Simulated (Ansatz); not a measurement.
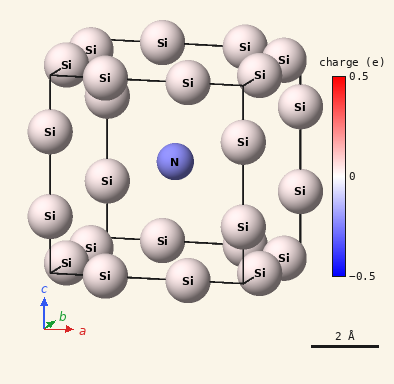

Drawn in the spheres-only manner and seen slightly off an axis. One simulation cell is framed, with atoms on its boundary repeated. The atoms of this Si6N cell are coloured by their Bader charge.

Calculation details: DFT PBE, scalar-relativistic, plane waves, PAW (Ansatz 0.2.0); E_cut = 420 eV, a 6×6×6 grid in reciprocal space, Gaussian smearing of 0.1 eV, collinear spins. The state is ferromagnetic.

> What charges do the elements carry?

Most positive: Si; most negative: N. Charges: about Si 0.0 e; N -0.2 e. Little charge moves, as in a metallic or covalent solid.

Provenance: a structure type filled with these elements by a generator (whether the compound takes this form wasn't checked). Earlier steps of the study, as a rule a relaxation of our own, may have changed the cell and positions, so they can lie some per cent off the listed ones. A calculation with Ansatz used it as input.
